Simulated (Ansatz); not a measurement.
## Electronic structure of AlClH3NOSi in real space

```xyz
8

Al   -1.5267    1.5121    0.2143
Cl   -1.8614    3.4071    0.9887
N    -0.1483    0.4806   -0.2496
O    -2.6077    0.2332   -0.2620
Si   -1.3131   -0.7570   -0.7064
H     0.8615    0.4840   -0.2840
H    -1.3295   -1.1037   -2.1580
H    -1.2495   -2.0120    0.0988
```

Geometry: PBE0-D3(BJ)/def2-SVP.

These are results of isolated molecule in a Gaussian basis; Kohn-Sham density functional theory, functional PBE0 (Ansatz), not measurements.

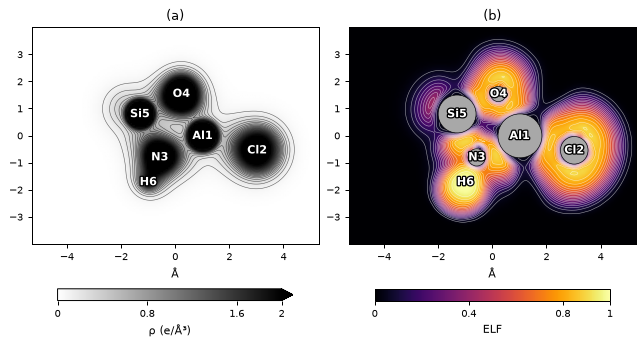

Figure 1. (a) total electron density; (b) electron localisation function on the plane of atoms O4, Al1 and Si5. Grey discs cover the atomic cores in the ELF map.

> Read the bonding off the picture.

Atoms in the plane: Al, Cl, N, O, Si and H.
Si–O (1.69 Å): ρ is about 1.1 e/Å³ halfway; the ELF peaks at about 0.85 between the atoms (a polar covalent bond).
Al–O (1.74 Å): ρ is about 0.86 e/Å³ halfway; the ELF peaks at about 0.85 in the valence shell of O, 0.6 Å from its nucleus, and is about 0.50 at the midpoint.
Si–N (1.76 Å): ρ at the midpoint is about 1 e/Å³; the ELF peaks at about 0.90 between the atoms (a shared but strongly polarised pair).
Al–N (1.78 Å): ρ at the midpoint is about 0.82 e/Å³; the ELF peaks at about 0.85 in the valence shell of N, 0.7 Å from its nucleus, and is about 0.55 at the midpoint.
Al–Cl (2.07 Å): ρ at the midpoint is about 0.78 e/Å³; the ELF peaks at about 0.85 in the valence shell of Cl, 0.9 Å from its nucleus, and is about 0.80 at the midpoint.
The ELF also peaks beside Cl2 and O4, away from the bonds: lone-pair regions.

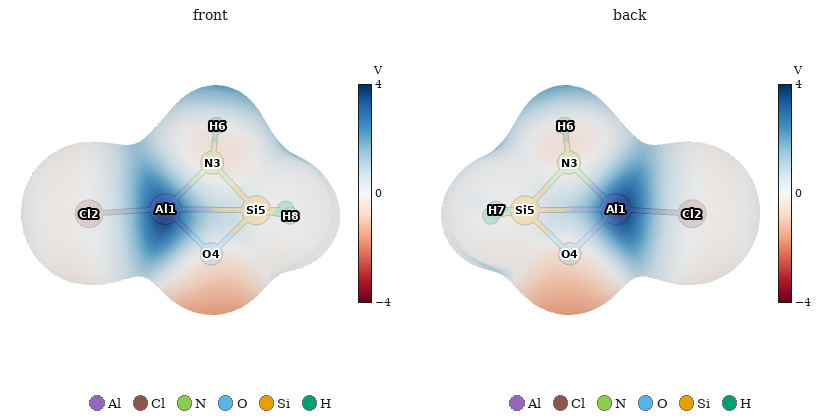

Figure 2. The electrostatic potential painted on the density surface at 0.002 e/bohr³, seen from the front and from behind; red is negative and blue positive.

> Describe the electrostatic potential map.

The most negative region (about −1.6 V, or −37 kcal/mol for a unit charge) lies over O4, the most positive (about +3.6 V, or +83 kcal/mol for a unit charge) over Al1. O4 is the likeliest acceptor of a hydrogen bond.

> How polar is the molecule by this calculation?

Its dipole moment is 1.98 D.

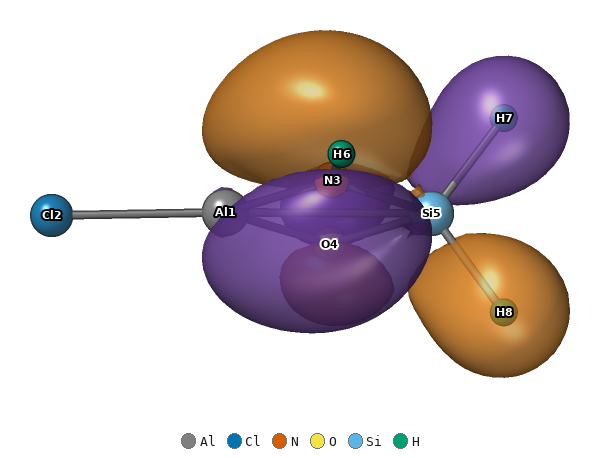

Figure 3. The HOMO at ±0.08 Å⁻³ᐟ² (orange and purple are the two phases), seen from one side.

> Describe this orbital and give its energy.

By Hirshfeld shares it lies mainly on N3 (about 60 %). Its energy is −7.81 eV.
